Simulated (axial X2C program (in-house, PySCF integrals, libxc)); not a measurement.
# A two-component session on AsLi⁺: EOM-IP-CCSD levels

Aim: EOM-IP-CCSD levels of AsLi⁺, with spin–orbit coupling in the Hamiltonian from the start.

Method: two-component X2C with atomic mean-field terms, As dyall-cv3z, Li dyall-cv3z; program: an in-house X2C program for linear molecules on PySCF integrals.

All values are calculated.

**1. Input**

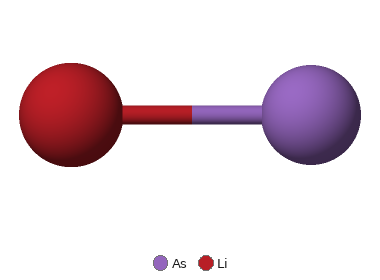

The two atoms at 2.540 Å (arsenic purple, lithium red).

File task.json:

```json
{
 "zs": [
  33,
  3
 ],
 "q": 1,
 "bas": [
  "dyall-cv3z",
  "dyall-cv3z"
 ],
 "r0": 2.54,
 "eom": "ip",
 "rq": 0,
 "thr": -2.0,
 "nmax": 95,
 "grid": [
  1,
  0.96,
  1.045,
  0.92,
  1.09,
  1.15
 ]
}
```

Keys: zs atomic numbers; q charge; bas basis sets; r0 starting distance in Å; eom kind of EOM run; thr threshold in hartree for freezing inner shells (an s shell follows its p shell); nmax most natural virtual spinors; grid distances as factors.

Run with:

```sh
> python soeom.py task.json out
```

Nuclei are Gaussian, cores are contracted, and the Gaunt term is on.

**2. EOM-IP-CCSD at 2.417 Å**

Reference: the closed shell AsLi; 6 electrons correlated, 72 virtual spinors; roots sought by Ω: 1/2: 4, 3/2: 3, 5/2: 1.

Output:

```text
two-component X2C + atomic mean field  HF
basis functions 144  fitting functions 775  grid points 5085
iter        total energy     max residual
   1      -2265.744649524     2.92e-01
   2      -2265.761753129     7.86e-03
   3      -2265.762193612     5.38e-03
   4      -2265.762297939     8.15e-04
   5      -2265.762313696     1.97e-04
   6      -2265.762316712     8.14e-05
   7      -2265.762317211     2.58e-05
   8      -2265.762317290     1.14e-05
   9      -2265.762317299     3.36e-06
  10      -2265.762317300     6.95e-07
converged
one-electron -3199.87626645  Coulomb 997.74137588  exact exchange -84.49742855  xc functional 0.00000000  nuclear repulsion 21.67502850  atomic mean-field constant -0.80502669
correlated 6  virtual 206  natural virtual 72  E(MP2) -0.112702040  MP2 remainder -0.001940021
iter   CCSD correlation   residual
   1     -0.127127868   1.38e-01
   2     -0.135339560   9.00e-02
   3     -0.138668716   6.12e-02
   4     -0.140458734   3.65e-02
   5     -0.141150644   1.94e-02
   6     -0.141491292   9.79e-03
   7     -0.141635229   4.94e-03
   8     -0.141617245   1.57e-03
   9     -0.141631895   6.12e-04
  10     -0.141631816   4.02e-04
  11     -0.141632086   2.81e-04
  12     -0.141631660   1.59e-04
  13     -0.141633342   6.39e-05
  14     -0.141634087   2.88e-05
  15     -0.141634100   1.40e-05
(T) -0.010047974  T1 0.0146  D1 0.0196  max T2 0.324
EOM-IP-CCSD roots
2*Omega      energy/Eh   energy/eV  one-particle weight
    1       0.25914110      7.0516      0.879
    1       0.27058377      7.3630      0.934
    1       0.34491521      9.3856      0.060
    1       0.56090312     15.2630      0.640
    3       0.29622043      8.0606      0.000
    3       0.33066501      8.9979      0.000
    3       0.35355871      9.6208      0.000
    5       0.34651982      9.4293      0.000
```

T1 in the output is the amplitude norm over the root of the electron number; divide by √2 for the Lee–Taylor value.

| Ω | vertical IE (eV) | above lowest (cm⁻¹) | spinor | weight |
| --- | --- | --- | --- | --- |
| 1/2 | 7.052 | 0 | 69% As pσ, 11% As pπ, 10% Li sσ | 0.88 |
| 1/2 | 7.363 | 2510 | 79% As pπ, 8% Li pπ, 8% As pσ | 0.93 |
| 1/2 | 15.263 | 66230 | 77% As sσ, 11% Li pσ, 7% Li sσ | 0.64 |

Run time: 1.3 s. Hardware: 1 thread of AMD EPYC 7R43 (Zen 3), shared host; peak memory 0.3 GiB.

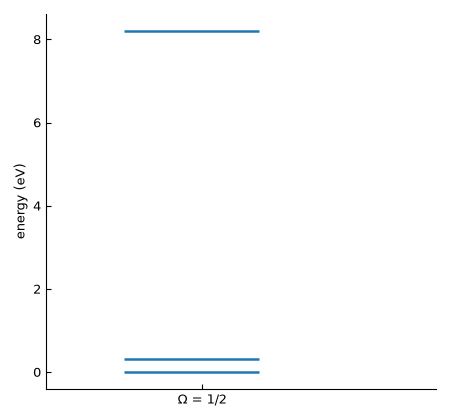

The roots by Ω, from the lowest.

**3. EOM-IP-CCSD at 2.320 Å**

| Ω | vertical IE (eV) | above lowest (cm⁻¹) | spinor | weight |
| --- | --- | --- | --- | --- |
| 1/2 | 7.132 | 0 | 70% As pσ, 10% As pπ, 9% Li sσ | 0.88 |
| 1/2 | 7.449 | 2560 | 78% As pπ, 9% Li pπ, 7% As pσ | 0.94 |
| 1/2 | 15.382 | 66540 | 75% As sσ, 12% Li pσ, 7% Li sσ | 0.64 |

Wall time 1.6 s (1 thread of AMD EPYC 7R43 (Zen 3), shared host); peak memory 0.3 GiB.

**4. EOM-IP-CCSD at 2.526 Å**

```csv
Ω,vertical IE (eV),above lowest (cm⁻¹),spinor,weight
1/2,6.955,0,"69% As pσ, 11% Li sσ, 11% As pπ",0.88
1/2,7.273,2570,"81% As pπ, 7% As pσ, 7% Li pπ",0.93
```

It took 1.8 s on 1 thread of AMD EPYC 7R43 (Zen 3), shared host; peak memory 0.31 GiB.

**5. EOM-IP-CCSD at 2.224 Å**

```
  Ω  vertical IE (eV)  above lowest (cm⁻¹)                          spinor  weight
1/2             7.204                    0   72% As pσ, 9% As pπ, 9% Li sσ    0.88
1/2             7.542                 2730  77% As pπ, 10% Li pπ, 6% As pσ    0.94
1/2            15.503                66940  74% As sσ, 13% Li pσ, 8% Li sσ    0.64
```

Run time: 1.6 s. Hardware: 1 thread of AMD EPYC 7R43 (Zen 3), shared host; peak memory 0.31 GiB.

**6. EOM-IP-CCSD at 2.635 Å**

```csv
Ω,vertical IE (eV),above lowest (cm⁻¹),spinor,weight
1/2,6.854,0,"69% As pσ, 12% Li sσ, 10% As pπ",0.88
1/2,7.191,2710,"83% As pπ, 7% As pσ",0.93
```

Run time: 1.7 s. Hardware: 1 thread of AMD EPYC 7R43 (Zen 3), shared host; peak memory 0.31 GiB.

**7. EOM-IP-CCSD at 2.780 Å**

```
  Ω  vertical IE (eV)  above lowest (cm⁻¹)                          spinor  weight
1/2             6.716                    0  70% As pσ, 13% Li sσ, 8% As pπ    0.87
1/2             7.091                 3020                       86% As pπ    0.93
```

Run time: 1.7 s. Hardware: 1 thread of AMD EPYC 7R43 (Zen 3), shared host; peak memory 0.31 GiB.

**8. Curves of the states**

Energies in eV from the lowest point of the lowest state; states are followed by energy order within each Ω.

| R (Å) | (1)Ω=1/2 | (2)Ω=1/2 |
| --- | --- | --- |
| 2.224 | 0.4271 | 0.7659 |
| 2.320 | 0.2615 | 0.5788 |
| 2.417 | 0.1485 | 0.4598 |
| 2.526 | 0.0679 | 0.3862 |
| 2.635 | 0.0228 | 0.3593 |
| 2.780 | 0.0000 | 0.3747 |

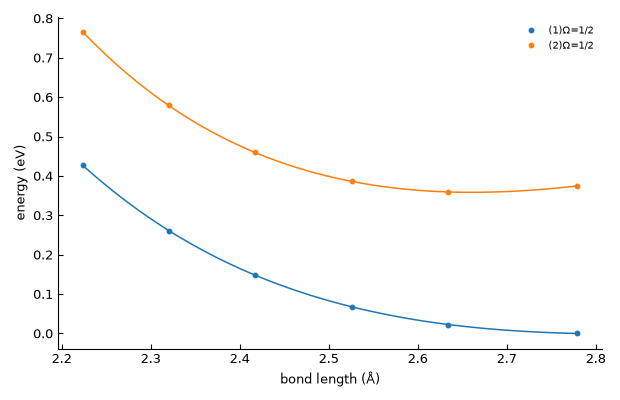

The states along the bond.

**9. Outcome**

| quantity | value |
| --- | --- |
| lowest root at 2.417 Å | Ω = 1/2, 7.052 eV |
| next root led by one particle | Ω = 1/2, about 2510 cm⁻¹ higher |
| T1 of the reference | 0.010 |

**Reading.** Removing an electron from the reference determinant of AsLi costs 7.05 eV and empties a spinor of 69% As pσ, 11% As pπ, 10% Li sσ. The closed-shell reference lies 0.74 eV above the lowest determinant found, so these energies count from an excited configuration. Errors of 0.1 to 0.3 eV are usual at this size, and roots led by higher excitations are left out, so the list is incomplete, and low states of that kind can be missing. T1 or the largest double amplitude of the reference is raised, which lowers the reliability.
